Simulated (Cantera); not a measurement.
Charge: 1 mol HMDSO, 0.31 mol H2O, a varied amount of N2, equilibrated at 1225 K and 0.133 bar.

Method: chemical equilibrium by Gibbs-energy minimisation in Cantera with the NASA 1993 tables (ideal gas, pure condensed phases). Candidate condensed phases: C, C6H6, C7H8, C8H18, H2O, Si, SiC, SiO2, Si2N2O, Si3N4; 151 gas species. The feed counts by its element totals alone. N2 is the only nitrogen source here; it is nearly inert below about 1500 K, so the nitride shown seldom forms there in practice. Kinetics and transport are ignored.

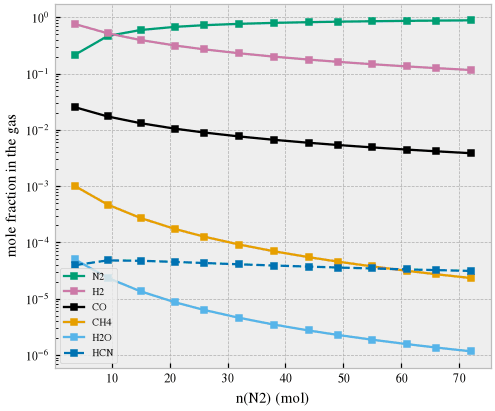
*Equilibrium gas composition (values under 1e-9 drawn at 1e-9)*

### Question
Read off the mole fractions at 55 mol N2.

### Answer
N2 about 0.85, H2 about 0.15, CO about 0.0049, CH4 about 3.7e-5, HCN about 3.4e-5, H2O about 1.9e-6.
